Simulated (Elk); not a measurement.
Band structure of HfGa₄Co (P4/mmm, 6 atoms in the cell).

```xyz
6
Lattice="4.0279 0.0000 0.0000 0.0000 4.0279 0.0000 0.0000 0.0000 6.3010" Properties=species:S:1:pos:R:3 pbc="T T T"
Hf     0.0000     0.0000     0.0000
Ga     2.0140     0.0000     4.4535
Ga     2.0140     0.0000     1.8475
Ga     0.0000     2.0140     4.4535
Ga     0.0000     2.0140     1.8475
Co     0.0000     0.0000     3.1505
```

Level of theory: PBEsol, all-electron FP-LAPW, Elk's shipped species files, APW+lo basis with extra local orbitals (Elk).

Settings: xctype = 22; rgkmax = 7.5; stype = 0; swidth = 0.00367493 Ha; ngridk = 5 5 3; gmaxvr = 14 1/bohr; nxlo = 2; lorbcnd = true; lmaxi = 2; maxscl = 100.

The starting cell comes from a database of computed structures (which also holds hypothetical and non-ambient phases and stackings), without a prior relaxation at this level. Its lattice was rescaled by a random factor within 2.5 % of one. Spin-orbit coupling is off. Spin polarisation is off. Values depend on the basis (sphere radii, cutoffs, local orbitals), which need not be converged.

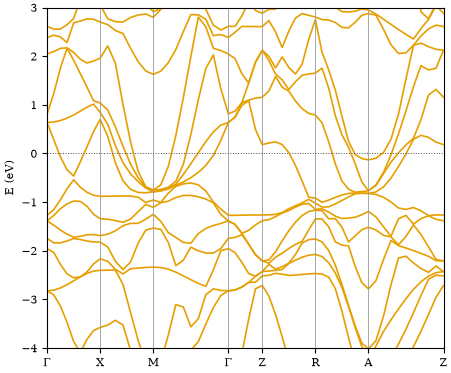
Fig. 1. Bands along the path, energies from the Fermi level.

Levels in eV from the Fermi level, bands 43 to 50:
```tsv
point	43	44	45	46	47	48	49	50
Γ	-1.39	-1.39	-1.27	0.64	0.64	0.81	2.05	2.38
X	-1.69	-1.34	-0.88	0.70	0.84	1.04	1.96	2.70
M	-1.25	-1.11	-0.96	-0.79	-0.79	-0.75	-0.75	1.63
Z	-2.21	-1.38	-1.27	0.18	1.16	2.12	2.12	2.61
R	-1.17	-1.15	-1.02	-0.91	0.79	1.65	2.75	2.81
A	-1.52	-1.19	-0.82	-0.82	-0.77	-0.77	-0.13	2.88
```

Bands cross the Fermi level along this path, so the cell is metallic at this level.
